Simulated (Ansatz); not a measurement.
# Ru: response to strain

Ru is deformed so: equal xy, yz and zx engineering shear strains of +1 %. What stress and forces result, by LAPW, PAW and all-electron datasets made for the crystal?

Computed with Ansatz 0.2.0 (DFT PBEsol, scalar-relativistic, unless a step's input says otherwise).

## Step 1: The starting structure

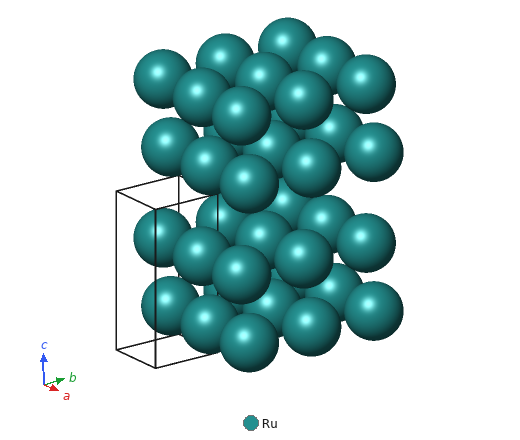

The starting structure, seen slightly off an axis (ruthenium teal). 3×3×2 cells are drawn.

Coordinates:

```
Ru
1.0
     2.70580    0.00000    0.00000
    -1.35290    2.34329    0.00000
     0.00000    0.00000    4.28190
Ru
2
Direct
  0.33333 0.66667 0.25000
  0.66667 0.33333 0.75000
```

Atoms are numbered in the order of the input: Ru1, Ru2.

## Step 2: The deformed structure

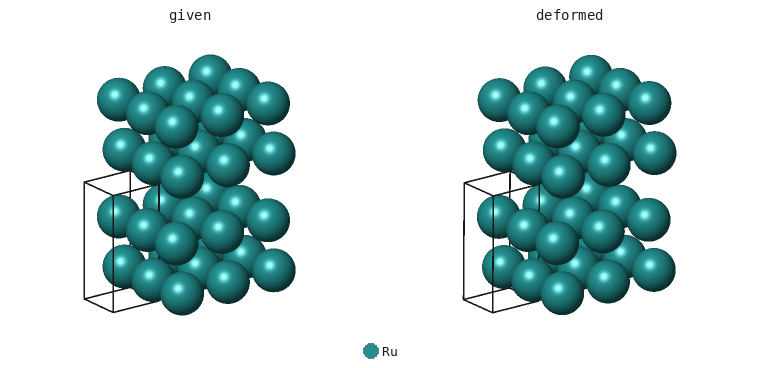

Given and deformed, at one scale.

Space group P6_3/mmc before, P-1 after.

## Step 3: All-electron LAPW

File input.yaml:

```yaml
crystal:
  lattice:
    - [2.7057993342, 0.0135289967, 0.0135289967]
    - [-1.3411832123, 2.3365264627, 0.0049519565]
    - [0.0214095, 0.0214095, 4.2819]
  atoms:
    - { symbol: Ru, position: [0.3333333333, 0.6666666667, 0.25] }
    - { symbol: Ru, position: [0.6666666667, 0.3333333333, 0.75] }
kpoints:
  mp_grid: { grid: [14, 14, 8] }
  band_path:
    path:
      - [0.0, 0.0, 0.0]
      - [0.0, -0.5, 0.0]
      - [0.0, 0.0, 0.5]
      - [0.0, 0.0, 0.0]
      - [-0.5, 0.0, 0.0]
      - [-0.5, 0.5, -0.5]
      - [0.0, 0.0, 0.0]
      - [-0.5, 0.0, -0.5]
      - [-0.5, 0.5, 0.0]
    npoints: 5
scf:
  occupations: { method: fermi_dirac, width: 0.03 }
hamiltonian:
  xc: pbesol
  pseudopotentials: { kind: all_electron, lapw: { basis_error: 0.001 } }
output:
  forces: true
  stress: true
  eigenvalues: true
```

The run is started by

```bash
$ ansatz run input.yaml --threads 1 --pin off --max-ram 3072MiB --backend cpu --events-out ev --progress --plain --runs-dir out
```

Log, cut to the lines that bear on the results:

```text
LAPW: plane waves up to 8.632 Å⁻¹, error target 1.0e-3 eV per atom; small_component_spin mean_spin; Ru in spheres of 1.319 Å, 26 of its electrons in bands, Dirac shells []
[...]
Pseudopotentials: kind: all_electron
Pseudopotential: Ru, LAPW, valence charge 26, Koelling and Harmon's equation, gaussian nucleus
Functional definition: PBEsol
[...]
Crystal: 2 atoms, lattice volume = 27.147 Å³
Basis set: ecut = 283.87110000965845 eV, 301 PW (Γ), exchange–correlation at level 2
Bands: 32, of which v1, the nominal top of the filled ones, is band 26 counted from 1 (25 counted from 0)
Symmetry: 2 space group operations
Space group: P-1 (ITA 2), of the structure as read, at distance tolerance 3.0e-5 Å
k-points: 788 of 1568
[...]
SCF iter   1: F=—  HF=-246467.386472 eV  |F-HF|=—  |Δ(HF+E_count)|=         —  Δρ=5.25e-2  dr2=3.74e-1  ethr=7.16e-4  ⟨swp⟩=2.4  Hψ=162286  notcnv=0
[...]
SCF iter   8: F=-246466.019968 eV  HF=-246466.019968 eV  |F-HF|=6.87e-8  |Δ(HF+E_count)|=   2.54e-7  Δρ=1.32e-5  dr2=4.88e-8  ethr=8.01e-10  ⟨swp⟩=2.0  Hψ=73454  notcnv=0
[...]
NSCF: frozen V_eff on 41 k-points
SCF converged after 8 iterations
Free energy (F): -246466.019968 eV
[...]
E sigma→0 (E₀):  -246466.016564 eV
Entropy (-TS):   -0.006806 eV (-3.403 meV/atom)
Fermi energy:    25.613660 eV
[...]
--- Forces (eV/Å), atoms counted from 1 ---
  atom   1  Ru    -0.04046237    -0.00060866     0.00469728
  atom   2  Ru     0.04046237     0.00060866    -0.00469728
[...]
--- Stress (GPa, compression-positive) ---
       -5.485825      -1.920227      -1.932903
       -1.920227      -5.497243      -1.935819
       -1.932903      -1.935819      -7.556157
  P = ⅓ Tr σ = -6.1797 GPa (-61.797 kbar)
--- Band table (eV; the first three rows and the last of 788) ---
[...]
```

It took 3.1 min on 1 thread of Arm Neoverse V2, shared host; peak memory 1.8 GiB.

Result: pressure -6.18 GPa; no gap; largest force 0.041 eV/Å.

## Step 4: PAW with frozen cores

File input.yaml:

```yaml
crystal:
  lattice:
    - [2.7057993342, 0.0135289967, 0.0135289967]
    - [-1.3411832123, 2.3365264627, 0.0049519565]
    - [0.0214095, 0.0214095, 4.2819]
  atoms:
    - { symbol: Ru, position: [0.3333333333, 0.6666666667, 0.25] }
    - { symbol: Ru, position: [0.6666666667, 0.3333333333, 0.75] }
kpoints:
  mp_grid: { grid: [14, 14, 8] }
scf:
  occupations: { method: fermi_dirac, width: 0.03 }
hamiltonian:
  xc: pbesol
  pseudopotentials: { kind: paw }
output:
  forces: true
  stress: true
  eigenvalues: true
  efg: { contact_densities: true }
  write_density: true
  write_potential: true
  elf: true
  volumetric_format: npy
```

The run is started by

```bash
$ ansatz run input.yaml --threads 1 --pin off --max-ram 3072MiB --backend cpu --events-out ev --progress --plain --runs-dir out
```

Log, cut to the lines that bear on the results:

```text
Ru: output.efg is read without spin–orbit coupling, which moves field gradients at and beside such atoms by some per cent and up to a factor of two; PAW files take it under magnetization.noncollinear and magnetization.spin_orbit
[...]
Pseudopotentials: kind: paw
Pseudopotential: Ru, paw, valence charge 16, recommended cutoff 420 eV (normal)
[... 1 set-up line as earlier in the session ...]
[...]
Crystal: 2 atoms, lattice volume = 27.147 Å³
Basis set: ecut = 420 eV, 537 PW (Γ), exchange–correlation on 40×40×60 points (8 copies of the dense FFT grid, shifted against one another)
Bands: 20, of which v1, the nominal top of the filled ones, is band 16 counted from 1 (15 counted from 0)
[... 2 set-up lines as earlier in the session ...]
k-points: 788 of 1568
[...]
  atom   2  Ru     0.04043150     0.00068150    -0.00465499
[...]
--- Stress (GPa, compression-positive) ---
       -5.471788      -1.921931      -1.932839
       -1.921931      -5.483984      -1.935602
       -1.932839      -1.935602      -7.517507
  P = ⅓ Tr σ = -6.1578 GPa (-61.578 kbar)
--- PAW observables at the nuclei: V_zz in 10²¹ V/m², potentials from the cell's mean, atoms counted from 1 ---
  atom   1  Ru V_zz =    -1.015297   η = 0.2189   by run symmetry: allowed
            electrostatic potential = -6805.268390 V   contact ρ = 718383.744132 e/Å³
  atom   2  Ru V_zz =    -1.015297   η = 0.2189   by run symmetry: allowed
            electrostatic potential = -6805.268390 V   contact ρ = 718383.744132 e/Å³
--- Band table (eV; the first three rows and the last of 788) ---
  k-point 0: bands = ["-49.6831", "-49.4759", "-20.1994", "-19.2556", "-19.2461", "-19.0870", "-19.0743", "-19.0410", "15.3221", "17.1411", "20.6843", "20.8693", "20.9412", "21.3789", "21.5448", "21.9764", "22.0115", "24.5526", "24.5986", "24.6154"]
[...]
```

Wall time 21 s (1 thread of Arm Neoverse V2, shared host); peak memory 0.57 GiB.

Result: pressure -6.16 GPa; no gap; largest force 0.041 eV/Å; Vzz Ru1 -1.02 (η = 0.22) (10²¹ V/m²).

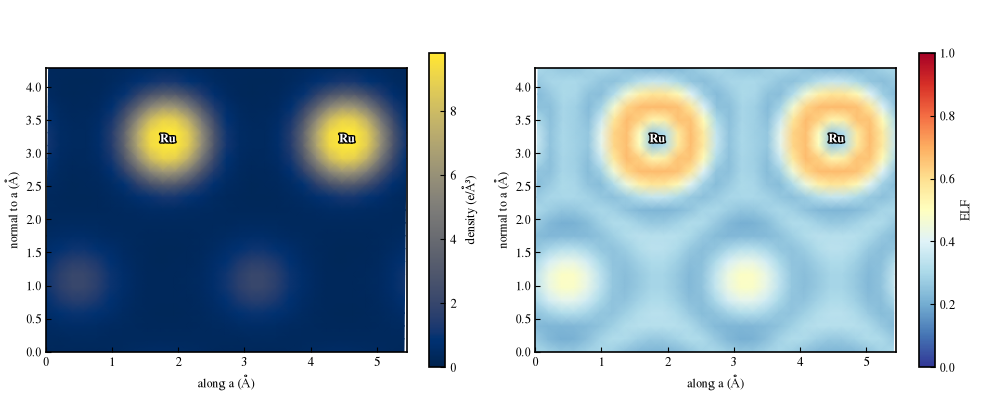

Density (left) and ELF (right) in a lattice plane of the grid's cell (edges 2.71 and 4.28 Å, at 0.333 of the third edge), which holds Ru. Only atoms in the plane are labelled. Both are smooth fields of the valence electrons: close to the nuclei they are not physical.

## Step 5: Datasets made for this crystal

input.yaml: that of step 4 with these lines changed.

```diff
@@ -14,3 +14,3 @@
   xc: pbesol
-  pseudopotentials: { kind: paw }
+  pseudopotentials: { kind: all_electron, datasets: crystal }
 output:
@@ -20,5 +20 @@
   efg: { contact_densities: true }
-  write_density: true
-  write_potential: true
-  elf: true
-  volumetric_format: npy
```

The run is started by

```bash
$ ansatz run input.yaml --threads 1 --pin off --max-ram 3072MiB --backend cpu --events-out ev --progress --plain --runs-dir out
```

Log, cut to the lines that bear on the results:

```text
[...]
band count auto-derived: 13 (N_el = 16.0; filled up to band 8; 12 by the electrons, moments and atoms)
Ru: output.efg is read without spin–orbit coupling, which moves field gradients at and beside such atoms by some per cent and up to a factor of two; PAW files take it under magnetization.noncollinear and magnetization.spin_orbit
[...]
[... 1 set-up line as earlier in the session ...]
Pseudopotential: Ru, paw, valence charge 16, recommended cutoff 320 eV (normal), Koelling and Harmon's equation, gaussian nucleus
[... 1 set-up line as earlier in the session ...]
[...]
Crystal: 2 atoms, lattice volume = 27.147 Å³
Basis set: ecut = 320 eV, 335 PW (Γ), exchange–correlation on 32×32×50 points (8 copies of the dense FFT grid, shifted against one another)
Bands: 13, of which v1, the nominal top of the filled ones, is band 8 counted from 1 (7 counted from 0)
[... 1 set-up line as earlier in the session ...]
[...]
  atom   1  Ru    -0.04043778    -0.00060556     0.00454681
  atom   2  Ru     0.04043778     0.00060556    -0.00454681
[...]
--- Stress (GPa, compression-positive) ---
       -5.485492      -1.920715      -1.933016
       -1.920715      -5.497257      -1.935879
       -1.933016      -1.935879      -7.557672
  P = ⅓ Tr σ = -6.1801 GPa (-61.801 kbar)
  It holds what live shells' own plane waves past their cutoff add
--- PAW observables at the nuclei: V_zz in 10²¹ V/m², potentials from the cell's mean, atoms counted from 1 ---
  atom   1  Ru V_zz =    -1.140243   η = 0.2209   by run symmetry: allowed
            electrostatic potential = -6803.603805 V   contact ρ = 718412.154577 e/Å³
  atom   2  Ru V_zz =    -1.140243   η = 0.2209   by run symmetry: allowed
            electrostatic potential = -6803.603805 V   contact ρ = 718412.154577 e/Å³
--- Band table (eV; the first three rows and the last of 788) ---
  k-point 0: bands = ["17.5652", "19.3848", "22.9298", "23.1149", "23.1871", "23.6245", "23.7905", "24.2222", "24.2574", "26.7988", "26.8449"]
[...]
```

It took 63 s on 1 thread of Arm Neoverse V2, shared host; peak memory 1.3 GiB.

Read from it: pressure -6.18 GPa; no gap; largest force 0.041 eV/Å; Vzz Ru1 -1.14 (η = 0.22) (10²¹ V/m²).

## Step 6: Side by side

Stress (GPa, compression positive):

```tsv
method	xx	yy	zz	yz	xz	xy
LAPW	-5.49	-5.50	-7.56	-1.94	-1.93	-1.92
PAW	-5.47	-5.48	-7.52	-1.94	-1.93	-1.92
crystal datasets	-5.49	-5.50	-7.56	-1.94	-1.93	-1.92
```

Forces (eV/Å):

```tsv
atom	LAPW x	LAPW y	LAPW z	PAW x	PAW y	PAW z	crystal datasets x	crystal datasets y	crystal datasets z
Ru1	-0.040	-0.001	0.005	-0.040	-0.001	0.005	-0.040	-0.001	0.005
Ru2	0.040	0.001	-0.005	0.040	0.001	-0.005	0.040	0.001	-0.005
```

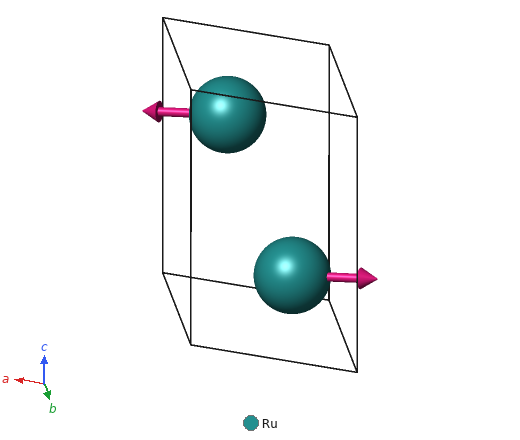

Forces of the LAPW run as arrows; the longest is 0.041 eV/Å.

| method | pressure (GPa) | largest force (eV/Å) | Vzz Ru1 (10²¹ V/m²) | SCF cycles, all passes |
| --- | --- | --- | --- | --- |
| LAPW | -6.18 | 0.041 | – | 8 |
| PAW | -6.16 | 0.041 | -1.02 | 6 |
| crystal datasets | -6.18 | 0.041 | -1.14 | 9 |

## Step 7: What came out

| quantity | value |
| --- | --- |
| pressure | LAPW -6.18, PAW -6.16, crystal datasets -6.18 GPa |
| largest shear or deviatoric stress (LAPW) | 1.94 GPa |

What this shows: The largest part of the stress beyond the pressure is 1.94 GPa in size; the atoms are carried along and not relaxed. No run of the undeformed cell stands beside it, so the pressure holds what the given cell had before the change. PAW: stress within 0.04 GPa of LAPW, forces within 1 meV/Å. Crystal datasets: stress within 0.01 GPa of LAPW, forces within 1 meV/Å.
